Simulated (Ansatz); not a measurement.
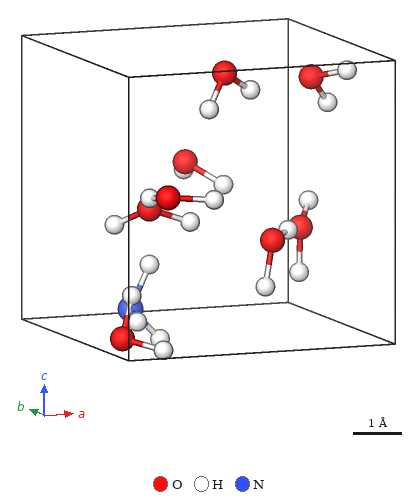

Starting frame of a dynamics run of a periodic cell with 8 H2O + 1 NH3 at 1.199 g/cm³. A ball-and-stick model of the simulation cell, seen slightly off an axis.

All numbers below come from DFT PBE-D3(BJ), scalar-relativistic, plane waves, PAW (Ansatz).

Input
```yaml
crystal:
  lattice:
    - [6.065939, 0.0, 0.0]
    - [0.0, 6.065939, 0.0]
    - [0.0, 0.0, 6.065939]
  atoms:
    - { symbol: O, position: [0.06624787, 0.22972366, 0.03546379] }
    - { symbol: H, position: [0.16674346, 0.09722375, 0.00838611] }
    - { symbol: H, position: [0.12300182, 0.2850675, 0.17578836] }
    - { symbol: O, position: [0.92228012, 0.59758347, 0.8548604] }
    - { symbol: H, position: [1.01454269, 0.67443148, 0.74810037] }
    - { symbol: H, position: [0.99998377, 0.45595906, 0.89421163] }
    - { symbol: O, position: [0.52274703, 0.412488, 0.91820554] }
    - { symbol: H, position: [0.64794233, 0.48253342, 0.8417278] }
    - { symbol: H, position: [0.43454149, 0.3370099, 0.80676872] }
    - { symbol: O, position: [0.67068285, 0.33192649, 0.33196794] }
    - { symbol: H, position: [0.77769642, 0.45313723, 0.34460469] }
    - { symbol: H, position: [0.63975959, 0.32226919, 0.17160441] }
    - { symbol: O, position: [0.93082625, 0.7203782, 0.30548765] }
    - { symbol: H, position: [1.01250416, 0.84759647, 0.37746788] }
    - { symbol: H, position: [0.93363798, 0.7391038, 0.14422267] }
    - { symbol: O, position: [0.58402626, 0.93282712, 0.52563023] }
    - { symbol: H, position: [0.63707179, 1.07945836, 0.47407812] }
    - { symbol: H, position: [0.68614677, 0.82966609, 0.45394143] }
    - { symbol: O, position: [0.14022791, -0.01263199, 0.56338122] }
    - { symbol: H, position: [0.29908829, -0.04690699, 0.5522358] }
    - { symbol: H, position: [0.13521188, 0.14715141, 0.53876105] }
    - { symbol: O, position: [0.24576773, 0.4249385, 0.45371772] }
    - { symbol: H, position: [0.16332443, 0.54689443, 0.38511228] }
    - { symbol: H, position: [0.39904497, 0.42587126, 0.39891062] }
    - { symbol: "N", position: [0.36344721, 0.89471475, 0.02501415] }
    - { symbol: H, position: [0.43850713, 0.9049704, 0.17607012] }
    - { symbol: H, position: [0.3237246, 0.73186281, 0.00626209] }
    - { symbol: H, position: [0.48471528, 0.92107621, -0.09092118] }
basis:
  ecutwfc: 420.0
kpoints:
  mp_grid: { grid: [1, 1, 1] }
hamiltonian:
  xc: pbe
  dispersion: d3bj
scf:
  occupations: { method: fermi_dirac, width: 0.02 }
  lower_state_search: "off"
md:
  timestep: 0.75
  n_steps: 300
  ensemble: nvt_langevin
  temperature: 400.0
  initial_velocities: maxwell_boltzmann
  seed: 121814
  friction: 0.02
```

Command:
```bash
ansatz run input.yaml --threads 1 --pin off --max-ram 3072MiB --backend cpu --events-out ev --progress --plain --runs-dir out
```

Q: What does the trajectory do?

A: Over the second half the temperature averages 402 K (spread ±48 K). The potential energy is still drifting at the end, so the run hasn't reached equilibrium. The potential energy in the second half lies on average 45.4 meV per atom above the first frame. In the second half of the run the atoms are, in the root-mean-square, this far from where they began (common drift taken out): H 0.70 Å, O 0.45 Å, N 0.32 Å. The heavy atoms stay within a fraction of a molecule's size of their starting places; so short a run doesn't tell a liquid from a solid.

Along the run (each row but the first and the last is the mean over the interval that it begins):

| time (fs) | potential energy (meV/atom) | T (K) |
| --- | --- | --- |
| 0.0 | 0.0 | 386 |
| 22.5 | 34.1 | 333 |
| 45.0 | 44.6 | 331 |
| 67.5 | 41.7 | 369 |
| 90.0 | 39.4 | 430 |
| 112.5 | 40.0 | 400 |
| 135.0 | 41.7 | 410 |
| 157.5 | 46.6 | 352 |
| 180.0 | 48.2 | 399 |
| 202.5 | 50.8 | 446 |
| 225.0 | 44.1 | 520 |

The paths of the atoms:

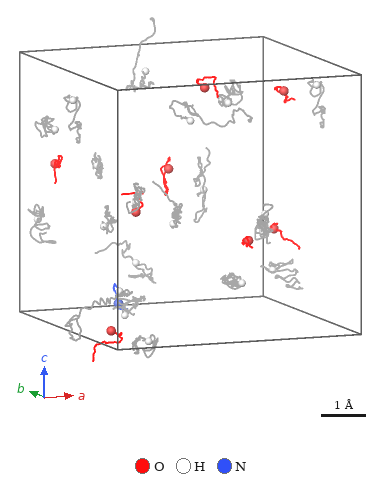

Limits of the set-up: the periodic images lie only 6.1 Å apart, so the values are limited by the cell's size.
